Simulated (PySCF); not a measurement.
Al(Me)2(NH2), SMILES [CH3][Al]([CH3])[NH2], PBE0/def2-SVP optimised geometry. Atoms within 1.6 Å of the plane z = 0.0 Å (x, y, z in Å): Al1 (-0.12, 0.10, 0.00), C2 (1.84, 0.10, 0.00), H3 (2.27, -0.91, -0.01), H4 (2.23, 0.62, 0.89), H5 (2.24, 0.64, -0.88), C6 (-1.18, 1.75, 0.00), H7 (-0.95, 2.37, 0.88), H8 (-2.27, 1.57, 0.00), H9 (-0.95, 2.37, -0.88), N10 (-0.98, -1.46, 0.00), H11 (-1.98, -1.58, 0.00), H12 (-0.53, -2.37, 0.00).

Calculation: PySCF with PBE0/def2-TZVP. Cells within 0.4 Å of a nucleus heavier than hydrogen are left out (blank, or x).

Map of the HOMO−1 amplitude (bohr^(-3/2)) on the plane z = 0.0 Å; orbital energy -7.56 eV, overall sign arbitrary:

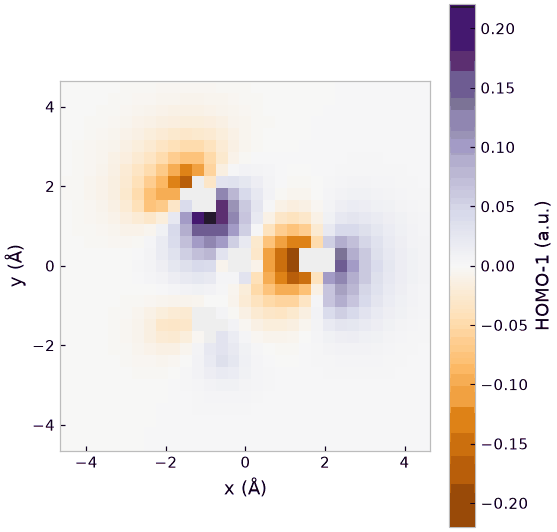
Figure. HOMO−1 amplitude (bohr^(-3/2)) on the plane z = 0.0 Å.
